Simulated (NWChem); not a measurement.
# One shape, several levels: CaCl (calcium monochloride)

Aim: a comparison of 6 runs (UHF/STO-3G, UPBE0/def2-SVP, UPBE/cc-pVDZ, UB3LYP/6-31G*, UMP2/cc-pVTZ, UCCSD(T)/def2-TZVP) of CaCl (calcium monochloride). 

The calculation is run with NWChem 7.3.0.

1 further run of the same task is left out (it didn't finish). Runs told in other sessions of the task aren't counted.

## (1) Starting point

CaCl has 2 atoms, charge 0, and is taken as a doublet. As SMILES, `[Cl][Ca]`. The shape is that of a PBE0-D4/def2-TZVP optimisation.

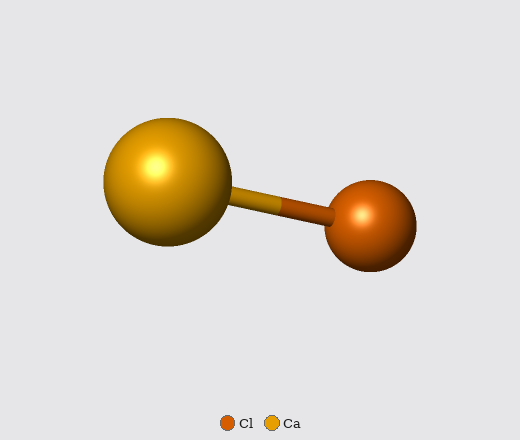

The structure, seen from a chosen angle (chlorine orange, calcium amber).

## (2) Energy and forces at UHF/STO-3G (run 1)

Contents of run.nw:

```
start run
memory stack 880 mb heap 220 mb global 1100 mb

geometry units angstroms noautosym nocenter noautoz
   Cl     0.000000     0.000000    -0.032760
   Ca     0.000000     0.000000     2.397140
end

basis spherical bse
   * library STO-3G
end

scf
   nopen 1
   uhf
   thresh 1e-08
   maxiter 80
   print low
end

task scf gradient
```

On the command line:

```console
$ nwchem run.nw > run.out
```

Output:

```text
[...]
  functions       =    22
[...]
  wavefunction    = UHF
[...]
         Total SCF energy =  -1124.615788888117
      One electron energy =  -1700.361914477340
      Two electron energy =    501.701817321436
 Nuclear repulsion energy =     74.044308267788
                       Sz =      0.5000
                 Sz(Sz+1) =      0.7500
                      S^2 =      0.7522
[...]
                         UHF ENERGY GRADIENTS
    atom               coordinates                        gradient
                 x          y          z           x          y          z
   1 Cl      0.000000   0.000000  -0.061907   -0.000000  -0.000000   0.039196
   2 Ca      0.000000   0.000000   4.529938    0.000000   0.000000  -0.039196
 Task  times  cpu:        0.7s     wall:        0.7s
 Total times  cpu:        0.8s     wall:        0.8s
```

Wall time 1.3 s (1 thread of AMD EPYC 7B13 (Zen 3), shared host); peak memory 0.098 GiB.

## (3) Energy and gradient at UPBE0/def2-SVP (run 2)

Contents of run.py:

```python
from ase import Atoms
from ase.calculators.nwchem import NWChem

atoms = Atoms(['Cl', 'Ca'], positions=[
    [-0.000000, 0.000000, -0.032760],
    [0.000000, -0.000000, 2.397140],
])

calc = NWChem(
    label='job',
    theory='dft',
    memory='2200 mb',
    basis='def2-SVP',
    basispar='spherical bse',
    dft={'xc': 'pbe0', 'mult': '2', 'grid': 'xfine', 'convergence': 'energy 1e-08', 'iterations': '100', 'mulliken': None},
)
atoms.calc = calc

forces = atoms.get_forces()
e = atoms.get_potential_energy()
print(f"E = {e:.6f} eV")
print("forces (eV/A):")
for s, f in zip(atoms.symbols, forces):
    print(f"{s:2s} {f[0]:10.5f} {f[1]:10.5f} {f[2]:10.5f}")
```

On the command line:

```console
$ export ASE_NWCHEM_COMMAND="nwchem PREFIX.nwi > PREFIX.nwo"
$ python run.py
```

Output:

```text
E = -30947.261528 eV
forces (eV/A):
Cl   -0.00000    0.00000    0.08197
Ca    0.00000   -0.00000   -0.08197
```

The calculator wrote job.nwi:

```
title "job"

permanent_dir job

scratch_dir job

start job

geometry units angstrom nocenter noautosym noautoz
  Cl -0.0000000000000000e+00 0.0000000000000000e+00 -3.2759999999999997e-02
  Ca 0.0000000000000000e+00 -0.0000000000000000e+00 2.3971399999999998e+00
end

memory 2200 mb

basis spherical bse noprint
   * library def2-SVP
end

dft
  xc pbe0
  mult 2
  grid xfine
  convergence energy 1e-08
  iterations 100
  mulliken
end

task dft gradient
```

job.nwo:

```text
Northwest Computational Chemistry Package (NWChem) 7.3.0
             --------------------------------------------------------

           Job information
           ---------------

    nwchem branch   = 7.3.0
    use scalapack   = T
    input           = job.nwi
    prefix          = job.
    data base       = job/job.db
    status          = startup
    nproc           =        1

           Memory information
           ------------------

    heap     =     72089598 doubles =      550.0 Mbytes
    stack    =     72089595 doubles =      550.0 Mbytes
    global   =    144179200 doubles =     1100.0 Mbytes (distinct from heap & stack)
    total    =    288358393 doubles =     2200.0 Mbytes
    verify   = yes
    hardfail = no

[... 88 lines left out ...]
          Convergence on energy requested:  1.00D-08
[... 24 lines left out ...]
          Convergence Information
[... 30 lines left out ...]
 1-e energy   =   -1708.612190
[... 55 lines left out ...]
      One electron energy =    -1711.442772714670
[... 8 lines left out ...]
                    DFT Final Alpha Molecular Orbital Analysis
[... 678 lines left out ...]
          Convergence on gradient requested:  5.00D-04
[... 25 lines left out ...]
          total energy or number of iterations.
[... 18 lines left out ...]
                            NWChem DFT Gradient Module
                            --------------------------

                                        job

  charge          =   0.00
  wavefunction    = open shell

                         DFT ENERGY GRADIENTS

    atom               coordinates                        gradient
                 x          y          z           x          y          z
   1 Cl      0.000000   0.000000  -0.061907    0.000000  -0.000000  -0.001594
   2 Ca      0.000000   0.000000   4.529938   -0.000000   0.000000   0.001594

                 ----------------------------------------
                 |  Time  |  1-e(secs)   |  2-e(secs)   |
                 ----------------------------------------
                 |  CPU   |       0.00   |       0.93   |
                 ----------------------------------------
                 |  WALL  |       0.00   |       0.93   |
                 ----------------------------------------

 Task  times  cpu:        7.4s     wall:        7.4s
 Total times  cpu:        7.4s     wall:        7.4s
```

It took 8.7 s on 1 thread of AMD EPYC 7B13 (Zen 3), shared host; peak memory 0.11 GiB.

Runs 3 to 5 aren't shown in full; the table further down has their settings and results.

## (4) A single-point energy at UCCSD(T)/def2-TZVP (run 6)

Contents of cacl.nw:

```
START cacl
TITLE "CaCl"
memory stack 880 mb heap 220 mb global 1100 mb

GEOMETRY units angstrom noautosym nocenter noautoz
   Cl    0.000000    0.000000   -0.032760
   Ca    0.000000    0.000000    2.397140
END

BASIS spherical bse
   Cl library def2-TZVP
   Ca library def2-TZVP
END

SCF
   nopen 1
   uhf
   thresh 1e-08
   maxiter 80
   print low
END

TCE
   scf
   ccsd(t)
   freeze core 10
   maxiter 60
END

TASK tce
```

On the command line:

```console
$ nwchem cacl.nw > cacl.out
```

Output:

```text
[...]
  functions       =    73
[...]
  wavefunction    = UHF
[...]
         Total SCF energy =  -1136.355103835552
      One electron energy =  -1711.095963346231
      Two electron energy =    500.696551242891
 Nuclear repulsion energy =     74.044308267788
                       Sz =      0.5000
                 Sz(Sz+1) =      0.7500
                      S^2 =      0.7504
[...]
         Wavefunction type : Unrestricted Hartree-Fock
          No. of electrons :    37
[...]
         Spin multiplicity : doublet
[...]
 CCSD total energy / hartree       =     -1136.763714997127636
[...]
 CCSD[T] total energy / hartree       =     -1136.775758853541674
[...]
 CCSD(T) total energy / hartree       =     -1136.775612174246817
[...]
```

It took 70 s on 1 thread of AMD EPYC 7B13 (Zen 3), shared host; peak memory 0.72 GiB.

## (5) All runs side by side

```tsv
run	level	iteration cap	module	energy (Eh)	⟨S²⟩	largest force (eV/Å)	wall time
1	UHF/STO-3G	80	scf	-1124.615789	0.752	2.016	1.3 s
2	UPBE0/def2-SVP	100	dft	-1137.290894	0.750	0.082	8.7 s
3	UPBE/cc-pVDZ	100	dft	-1137.443403	0.750	0.009	62 s
4	UB3LYP/6-31G* (spherical functions)	100	dft	-1137.822245	0.750	0.155	14 s
5	UMP2/cc-pVTZ	80	mp2	-1136.741123	0.750	0.405	11 min
6	UCCSD(T)/def2-TZVP	80	tce	-1136.775612	0.750	–	70 s
```

## (6) Results

| quantity | value |
| --- | --- |
| run 6: total energy | -1136.77561 Eh |
| run 6: correlation energy (10 core orbitals frozen) | -420.5 mEh |
| run 6: (T) correction | -11.90 mEh |
| run 6: ⟨S²⟩ of the reference determinant | 0.750 |

Over runs 2, 3, 4 the dipole moment (its size) runs from 3.86 D (UPBE/cc-pVDZ) to 4.46 D (UB3LYP/6-31G*). The two ends differ in method and basis. Totals of different functionals can't be ranked against each other. In run 1 the basis is minimal, so the values are rough. All runs together took 14 min, the longest 11 min.
